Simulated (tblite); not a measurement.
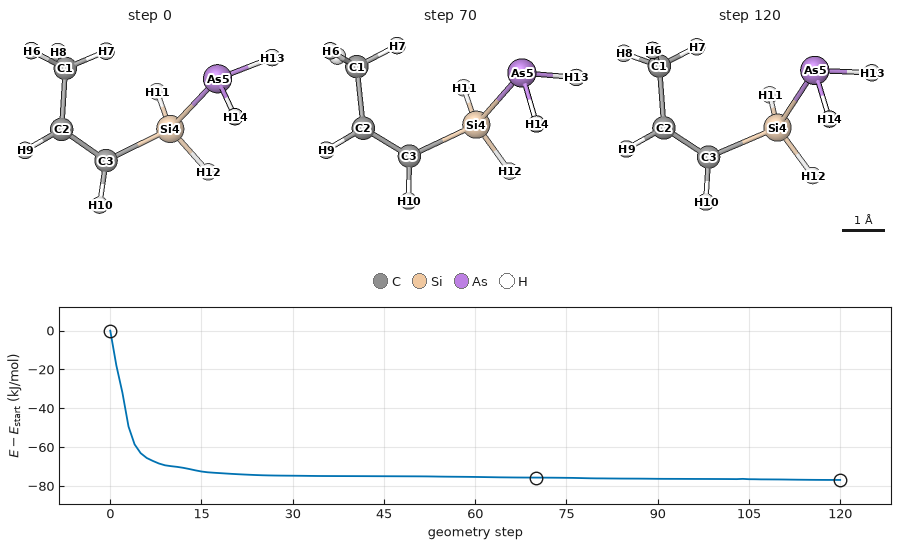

Frames of a relaxation of C3H9AsSi, marked on the history of the run. Style: ball-and-stick. Shown from a free direction.

These are results of GFN2-xTB geometry optimisation, gas phase in tblite 0.8.0, not measurements. 

Describe the path.

The energy falls by 76.9 kJ/mol in 120 geometry steps. H8 moves most after the best rigid fit: 0.93 Å. Largest moves by element: H 0.93 Å, As 0.23 Å, Si 0.19 Å, C 0.15 Å. Some distances before and after: As5–H14 1.568 → 1.499 Å, As5–H13 1.558 → 1.500 Å, C3–Si4 1.840 → 1.887 Å, C1–H8 1.127 → 1.090 Å. Among the angles between lasting bonds that change: Si4–As5–H14 111.5° → 92.6°, H13–As5–H14 107.0° → 89.5°, Si4–As5–H13 106.6° → 92.3°. Groups turn about C1–C2 by about 45°. From step 0 to 70: H atoms move most (0.50 Å), energy −75.6 kJ/mol. From step 70 to 120: H6 moves most (0.59 Å), energy −1.21 kJ/mol.
